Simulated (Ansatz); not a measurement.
# doublet [NF3]+ at 6 levels

Wanted: a comparison of 6 runs (U-revPBE/STO-3G, U-wB97M-V/STO-3G, U-wB97X/STO-3G, UCAM-B3LYP/STO-3G, UMP2/STO-3G, UCCSD(T)/STO-3G) of doublet [NF3]+. 

Program for the calculation: Ansatz 0.2.0.

29 further runs of the same task are left out: 1 that didn't finish, 28 set aside as unsound or not needed.

### Step 1. The molecule

The species is [NF3]+ (4 atoms), meant as a doublet with charge +1. As SMILES of the parent species, `FN(F)F`. Geometry: relaxed at PBE0-D4/def2-TZVP. That shape belongs to the parent species and isn't relaxed for this state.

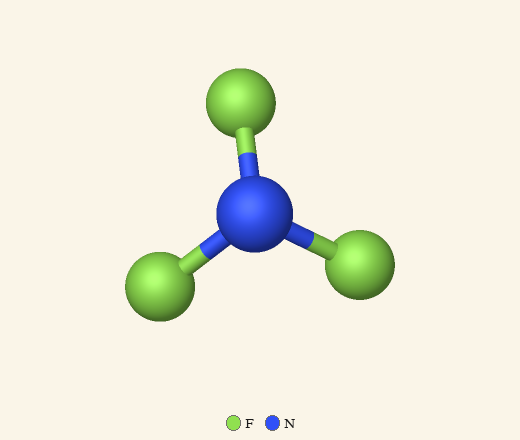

The structure, seen from a chosen angle (fluorine green, nitrogen blue).

### Step 2. A single-point energy at U-revPBE/STO-3G (run 1)

File in.yaml:

```yaml
crystal:
  periodic: [false, false, false]
  atoms:
    - symbol: F
      position_ang: [0.614010, 0.000340, 1.066930]
    - symbol: N
      position_ang: [0.353420, -0.074150, -0.266250]
    - symbol: F
      position_ang: [-0.636280, -1.006490, -0.312240]
    - symbol: F
      position_ang: [-0.331150, 1.080310, -0.488440]
basis:
  gaussian:
    orbitals: STO-3G
total_charge: 1
magnetization:
  spin_polarized: true
  initial_magnetization: 1
hamiltonian:
  xc: {name: revPBE}
accuracy: high
```

Command:

```sh
$ ansatz run in.yaml --threads 1 --pin off --max-ram 3480MiB --events-out events.jsonl --progress --plain --runs-dir runs
```

Log:

```text
Warning: RAYON_NUM_THREADS=1 ignored (pool sized by the plan → 1); use --threads N
Functional definition: revPBE
  name "revPBE"
  parameter kappa = 1.245
  parameter beta = 0.06672455060314922
  exchange = pbe_x(kappa = kappa, mu = beta*pi^2/3)
  correlation = pbe_c(beta = beta)
369 factors; integrals over basis functions are off by at most 3.8e-8 eV
mean field evaluation 1: about -9486.7568 eV, gradient 1.8e1 eV
mean field evaluation 2: about -9480.0391 eV, gradient 4.0e1 eV
mean field evaluation 4: about -9488.6445 eV, gradient 2.4e-1 eV
mean field evaluation 8: about -9488.5881 eV, gradient 7.4e-2 eV
mean field evaluation 16: about -9488.5882 eV, gradient 8.0e-6 eV
mean field evaluation 32: about -9486.8557 eV, gradient 3.5e-3 eV
mean field -9488.58816864 eV, -348.6991836013 hartree, gradient 7.1e-8 eV, S^2 0.752600; 3 other end points of the search recorded, 0 dependent functions left out
reference -9488.58816944 eV, -348.6991836310 hartree; 17, 16 occupied and 3, 4 virtual orbitals, 369 factors
Total energy: -9488.58816944 eV, -348.6991836310 hartree
```

Run time: 2.3 s. Hardware: 1 thread of Arm Neoverse V1, shared host; peak memory 0.12 GiB.

### Step 3. The energy at U-wB97M-V/STO-3G (run 2)

File run.yaml:

```yaml
crystal:
  periodic: [false, false, false]
  atoms:
    - {symbol: F, position_ang: [0.614010, 0.000340, 1.066930]}
    - {symbol: "N", position_ang: [0.353420, -0.074150, -0.266250]}
    - {symbol: F, position_ang: [-0.636280, -1.006490, -0.312240]}
    - {symbol: F, position_ang: [-0.331150, 1.080310, -0.488440]}
basis:
  gaussian: {orbitals: STO-3G}
total_charge: 1
magnetization: {spin_polarized: true, initial_magnetization: 1}
hamiltonian: {xc: {name: wB97M-V}}
accuracy: high
```

Command:

```sh
$ ansatz run run.yaml --threads 1 --pin off --max-ram 3480MiB --events-out events.jsonl --progress --plain --runs-dir runs
```

Log, shortened:

```text
Warning: RAYON_NUM_THREADS=1 ignored (pool sized by the plan → 1); use --threads N
Functional definition: wB97M-V
  name "wB97M-V"
[...]
  gx(w, u) = 1 - cx + cx01*u + cx10*w
  gss(w, u) = css00 + css04*u^4 + css10*w + css20*w^2 + css43*w^4*u^3
  gos(w, u) = cos00 + cos10*w + (cos20 + cos21*u)*w^2 + (cos60 + cos61*u)*w^6
[...]
      + integral(e_c_pw_mod_opposite_spin*gos(b97_w_opposite, b97_u_opposite)) + vv10(b, c)
369 factors; integrals over basis functions are off by at most 3.8e-8 eV
132 factors; integrals over basis functions are off by at most 1.5e-9 eV
[...]
mean field -9490.80175959 eV, -348.7805315686 hartree, gradient 4.0e-8 eV, S^2 0.759257; 0 other end points of the search recorded, 0 dependent functions left out
reference -9490.80176035 eV, -348.7805315965 hartree; 17, 16 occupied and 3, 4 virtual orbitals, 369 factors
Total energy: -9490.80176035 eV, -348.7805315965 hartree
```

Wall time 30 s (1 thread of Arm Neoverse V1, shared host); peak memory 0.46 GiB.

### Step 4. The energy at U-wB97X/STO-3G (run 3)

File molecule.yaml:

```yaml
crystal:
  periodic: [false, false, false]
  atoms:
    - {symbol: F, position_ang: [0.614010, 0.000340, 1.066930]}
    - {symbol: N, position_ang: [0.353420, -0.074150, -0.266250]}
    - {symbol: F, position_ang: [-0.636280, -1.006490, -0.312240]}
    - {symbol: F, position_ang: [-0.331150, 1.080310, -0.488440]}
basis:
  gaussian: {orbitals: STO-3G}
magnetization: {spin_polarized: true, initial_magnetization: 1}
hamiltonian: {xc: {name: wB97X}}
accuracy: high
total_charge: 1
```

Command:

```sh
$ ansatz run molecule.yaml --threads 1 --pin off --max-ram 3480MiB --events-out events.jsonl --progress --plain --runs-dir runs
```

Log, shortened:

```text
Warning: RAYON_NUM_THREADS=1 ignored (pool sized by the plan → 1); use --threads N
Functional definition: wB97X
  name "wB97X"
[...]
      + exact_x_lr(omega)
[...]
      + integral(e_c_pw_opposite_spin*poly(b97_u_opposite, 1, cos1, cos2, cos3, cos4))
369 factors; integrals over basis functions are off by at most 3.8e-8 eV
132 factors; integrals over basis functions are off by at most 1.5e-9 eV
[...]
mean field -9489.09484809 eV, -348.7178037277 hartree, gradient 8.0e-8 eV, S^2 0.761379; 0 other end points of the search recorded, 0 dependent functions left out
reference -9489.09484758 eV, -348.7178037091 hartree; 17, 16 occupied and 3, 4 virtual orbitals, 369 factors
Total energy: -9489.09484758 eV, -348.7178037091 hartree
```

Run time: 9.9 s. Hardware: 1 thread of Arm Neoverse V1, shared host; peak memory 0.37 GiB.

Runs 4 to 5 aren't shown in full; the table further down has their settings and results.

### Step 5. The energy at UCCSD(T)/STO-3G (run 6)

File input.yaml:

```yaml
crystal:
  periodic: [false, false, false]
  atoms:
    - {symbol: F, position_ang: [0.614010, 0.000340, 1.066930]}
    - {symbol: N, position_ang: [0.353420, -0.074150, -0.266250]}
    - {symbol: F, position_ang: [-0.636280, -1.006490, -0.312240]}
    - {symbol: F, position_ang: [-0.331150, 1.080310, -0.488440]}
basis:
  gaussian:
    orbitals: STO-3G
total_charge: 1
magnetization:
  spin_polarized: true
  initial_magnetization: 1
correlation:
  method: ccsd_t
  frozen_orbitals: {F: 1, "N": 1}
accuracy: high
scf:
  omitted_lower_state_checks: [cluster_reference, increment]
```

Command:

```sh
$ ansatz run input.yaml --threads 1 --pin off --max-ram 3480MiB --events-out events.jsonl --progress --plain --runs-dir runs
```

Log, shortened:

```text
Warning: RAYON_NUM_THREADS=1 ignored (pool sized by the plan → 1); use --threads N
Functional definition: HF
  name "HF"
[...]
369 factors; integrals over basis functions are off by at most 3.8e-8 eV
[...]
mean field -9453.05432556 eV, -347.3933389540 hartree, gradient 4.4e-8 eV, S^2 0.792689; 0 other end points of the search recorded, 0 dependent functions left out
4 core orbitals not correlated: weight in the atoms' cores, before any rotation towards them, 1.000 or more for the frozen orbitals, at most 0.000 for the correlated occupied ones
reference -9453.05432556 eV, -347.3933389540 hartree; 13, 12 occupied and 3, 4 virtual orbitals, 369 factors
second order -3.73066327 eV of doubles, -0.00000000 eV of singles
cycle   1  -4.34573603 eV  change   -6.2e-1 eV  update   1.0e-1
[...]
cycle  29  -4.96623480 eV  change  -6.2e-10 eV  update  5.2e-10
perturbative correction -0.20391505 eV, -0.0074937400 hartree
Total energy: -9458.22447541 eV, -347.5833384567 hartree
Checks for a lower state left out: cluster_reference, increment
```

Wall time 0.48 s (1 thread of Arm Neoverse V1, shared host).

### Step 6. All runs side by side

```
run              level  frozen core orbitals  energy (Eh)   ⟨S²⟩  wall time
  1    U-revPBE/STO-3G                     –  -348.699184  0.753      2.3 s
  2   U-wB97M-V/STO-3G                     –  -348.780532  0.759       30 s
  3     U-wB97X/STO-3G                     –  -348.717804  0.761      9.9 s
  4  UCAM-B3LYP/STO-3G                     –  -348.612819  0.762      2.5 s
  5        UMP2/STO-3G                     4  -347.530438  0.793     0.18 s
  6    UCCSD(T)/STO-3G                     4  -347.583338  0.793     0.48 s
```

### Step 7. Outcome

| quantity | value |
| --- | --- |
| run 6: total energy | -347.58334 Eh |
| run 6: correlation energy (4 core orbitals frozen) | -190.0 mEh |
| run 6: (T) correction | -7.49 mEh |
| run 6: ⟨S²⟩ of the reference determinant | 0.793 |
| run 6: T1 diagnostic | 0.028 |

Totals of different functionals can't be ranked against each other. In runs 1, 2, 3, 4, 5, 6 the basis is minimal, so the values are rough. All runs together took 45 s, the longest 30 s.
